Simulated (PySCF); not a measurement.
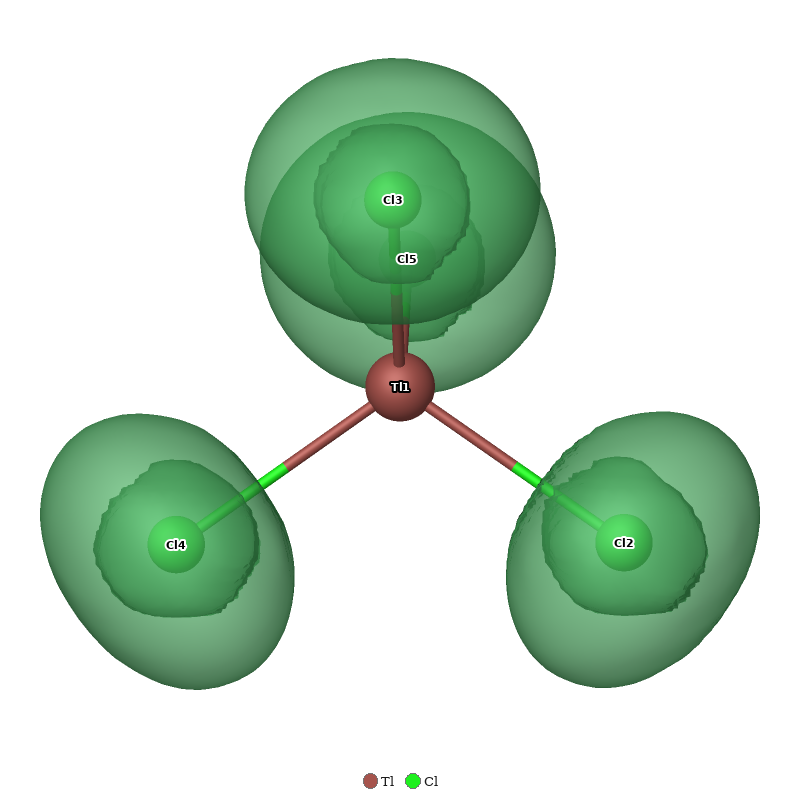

Figure 1: Cl₄Tl (charge −1). Isosurface of the ELF at 0.75 (green), seen from one side. Core shells and regions of very low density are left out.

Core potentials replace the inner electrons of Tl.

All numbers below come from PySCF, RKS PBE0, Tl def2-SVP with ECP60, Cl def2-SVP; non-relativistic Hamiltonian with scalar-relativistic core potentials where named; density fitting.

```xyz
5

Tl    0.0000    0.0000    0.0000
Cl    1.4264    1.4264    1.4264
Cl   -1.4264   -1.4264    1.4264
Cl    1.4264   -1.4264   -1.4264
Cl   -1.4264    1.4264   -1.4264
```

Question: Describe the localisation domains.

Answer: The ELF exceeds this value in four regions wrapped around Cl (the valence shell of each). Profiles from the grid: Tl–Cl (2.47 Å): the ELF peaks at about 0.80 in the valence shell of Cl, 0.8 Å from its nucleus, and drops to about 0.20 between the two atoms.
